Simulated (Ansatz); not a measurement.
System: Si4C.

The calculation's input:

```
crystal:
  lattice:
    - [2.8504961598, 0.0, 0.0]
    - [-1.4252480799, 2.4686020878, 0.0]
    - [0.0, 0.0, 17.9797912688]
  atoms:
    - { symbol: Si, position: [0.3333333333, 0.6666666667, 0.8173283369] }
    - { symbol: Si, position: [0.3333333333, 0.6666666667, 0.0583399072] }
    - { symbol: Si, position: [0.3333333333, 0.6666666667, 0.4416600928] }
    - { symbol: Si, position: [0.3333333333, 0.6666666667, 0.6826716631] }
    - { symbol: Si, position: [0.6666666667, 0.3333333333, 0.9416600928] }
    - { symbol: Si, position: [0.6666666667, 0.3333333333, 0.1826716631] }
    - { symbol: Si, position: [0.6666666667, 0.3333333333, 0.3173283369] }
    - { symbol: Si, position: [0.6666666667, 0.3333333333, 0.5583399072] }
    - { symbol: C, position: [0.3333333333, 0.6666666667, 0.25] }
    - { symbol: C, position: [0.6666666667, 0.3333333333, 0.75] }
basis:
  ecutwfc: 420
kpoints:
  mp_grid: { grid: [18, 18, 2] }
  band_path:
    path:
      - [[0.0, 0.0, 0.0], [0.5, 0.0, 0.0], [0.33333333, 0.33333333, 0.0], [0.0, 0.0, 0.0], [0.0, 0.0, 0.5], [0.5, 0.0, 0.5], [0.33333333, 0.33333333, 0.5], [0.0, 0.0, 0.5]]
      - [[0.5, 0.0, 0.5], [0.5, 0.0, 0.0]]
      - [[0.33333333, 0.33333333, 0.5], [0.33333333, 0.33333333, 0.0]]
    npoints: 14
hamiltonian:
  xc: pbe
scf:
  occupations: { method: gaussian, width: 0.1 }
  n_extra_bands: 25
output:
  forces: true
  stress: true
  eigenvalues: true
  populations: true
  dos: { projected: true, de: 0.02, nscf_kmesh: { grid: [22, 22, 3] } }
  bader: true
  write_density: true
  write_potential: true
  elf: true
  volumetric_format: npy
```

Run with:

```sh
ansatz run input.yaml --threads 1 --pin off --max-ram 2560MiB --backend cpu --events-out ev --progress --plain --runs-dir out
```

Below, planes, directions and counts refer to the conventional cell (a = 2.85 Å, b = 2.85 Å, c = 17.98 Å, α = 90.00°, β = 90.00°, γ = 120.00°).

Space group P6₃/mmc; a structure generated by program, which may or may not match a known phase.

Theory: Ansatz 0.2.0, DFT PBE, scalar-relativistic, plane waves, PAW.

What will maps of the valence pseudo-density and electron localisation function show?

Si–Si (2.42 Å): the density is about 0.37 e/Å³ at the midpoint; the ELF is about 0.35 at the midpoint.
Bader's partition of the density gives Si +0.02 to +1.32 and C −2.69 e.

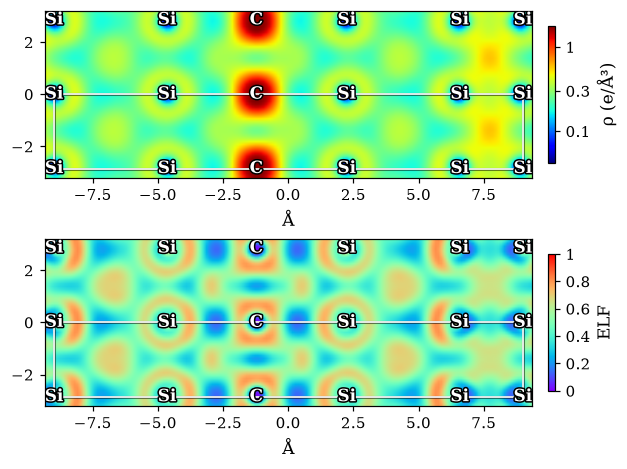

Computed valence pseudo-density and electron localisation function on the (11̄0) plane of the conventional cell, in this order. Atoms just off the plane (Si, 0.8 Å away and C, 0.8 Å away) can leave unmarked features too.

Core electrons are frozen (PAW), and the valence fields are smoothed inside the atomic spheres.
